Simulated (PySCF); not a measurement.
# [CH3BBrF2]− (SMILES FC(F)[BH2-]Br) at r2SCAN/ANO-RCC-MB (sfX2C)

Aim: the vertical ionisation energy of [CH3BBrF2]− at r2SCAN/ANO-RCC-MB (sfX2C), from 2 runs. The job is set up through a Python script.

Program for the calculation: PySCF 2.14.0.

2 further runs of the same task are left out: 1 that didn't finish, 1 set aside as unsound or not needed.

## 1. The system as given

[CH3BBrF2]−: 8 atoms, total charge -1, spin state singlet. As SMILES, `FC(F)[BH2-]Br`. Geometry: relaxed at GFN2-xTB. This is one conformer, not always the lowest.

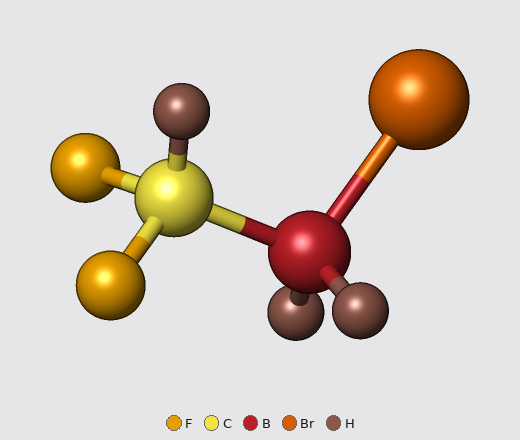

Viewed from a chosen angle; fluorine amber, carbon yellow, boron red, bromine orange, hydrogen brown.

## 2. A single-point energy at r2SCAN/ANO-RCC-MB (sfX2C)

run.py

```python
from pyscf import gto, dft

system = gto.M(
    atom=[
    ('F', (-0.171750, -0.468620, 1.789660)),
    ('C', (0.487380, -0.126740, 0.623230)),
    ('F', (1.449700, -1.117920, 0.499780)),
    ('B', (-0.462210, -0.012580, -0.706960)),
    ('Br', (-1.210470, 1.861280, -0.727850)),
    ('H', (1.052130, 0.791330, 0.868040)),
    ('H', (0.229010, -0.139320, -1.680540)),
    ('H', (-1.373790, -0.787430, -0.665360)),
],
    basis='ano-rcc-mb',
    verbose=3,
    max_memory=1860,
    spin=0,
    charge=-1,
)

mf = dft.RKS(system, xc='r2scan')
mf = mf.sfx2c1e()
mf.grids.level = 4
mf.conv_tol = 1e-10
mf.kernel()
if not mf.converged:
    mf = mf.newton().run(mf.mo_coeff, mf.mo_occ)

etot = mf.e_tot
print('E(%s) = %.9f' % ('R2SCAN', etot))
```

Launch:

```sh
OMP_NUM_THREADS=1 python run.py
```

What it wrote:

```text
converged SCF energy = -2870.77692499668
E(R2SCAN) = -2870.776924997
```

It took 18 s on 1 thread of Arm Neoverse V2, shared host; peak memory 0.3 GiB.

## 3. Doublet neutral CH3BBrF2

calc.py

```python
from pyscf import gto, dft

mol = gto.M(
    atom='''
F     -0.324560    -0.885563     3.381967
C      0.921015    -0.239504     1.177734
F      2.739536    -2.112563     0.944447
B     -0.873450    -0.023773    -1.335961
Br    -2.287457     3.517309    -1.375437
H      1.988238     1.495397     1.640358
H      0.432766    -0.263277    -3.175760
H     -2.596087    -1.488027    -1.257348
''',
    basis='ano-rcc-mb',
    unit='bohr',
    max_memory=1860,
    spin=1,
    verbose=3,
)

ks = dft.UKS(mol, xc='r2scan')
ks = ks.sfx2c1e()
ks.conv_tol = 1e-10
ks.grids.level = 4
ks.kernel()
if not ks.converged:
    ks = ks.newton().run(ks.mo_coeff, ks.mo_occ)

etot = ks.e_tot
print('Final energy', etot)
```

Launch:

```sh
OMP_NUM_THREADS=1 python calc.py
```

What it wrote:

```text
WARN: HOMO -0.30087189101413 >= LUMO -0.300871891014132

converged SCF energy = -2870.59129676029  <S^2> = 0.7511003  2S+1 = 2.0011
Final energy -2870.5912967602917
```

Run time: 39 s. Hardware: 1 thread of Arm Neoverse V2, shared host; peak memory 0.33 GiB.

## 4. Results

At r2SCAN/ANO-RCC-MB (sfX2C):

| quantity | value |
| --- | --- |
| singlet [CH3BBrF2]−: total energy | -2870.77692 Eh |
| singlet [CH3BBrF2]−: HOMO energy | -1.32 eV |
| singlet [CH3BBrF2]−: LUMO energy | 6.42 eV |
| singlet [CH3BBrF2]−: HOMO–LUMO gap (to an unbound level, set by the basis) | 7.73 eV |
| doublet neutral CH3BBrF2: total energy | -2870.59130 Eh |
| doublet neutral CH3BBrF2: dipole moment | 2.56 D |
| doublet neutral CH3BBrF2: HOMO energy (highest over α and β) | -8.65 eV |
| doublet neutral CH3BBrF2: LUMO energy (lowest over α and β) | -8.52 eV |
| doublet neutral CH3BBrF2: ⟨S²⟩ | 0.751 |
| vertical detachment energy (to the doublet neutral) | 5.051 eV |

In words: The vertical ionisation energy comes to 5.05 eV (487 kJ/mol). The negative HOMO energy of the first species, 1.32 eV, lies 3.74 eV below that difference. In a minimal basis such a difference can be off by several eV, whatever the method. Mulliken charges (singlet [CH3BBrF2]−) run from -0.36 on Br5 to +0.15 on H6; they depend strongly on the basis.
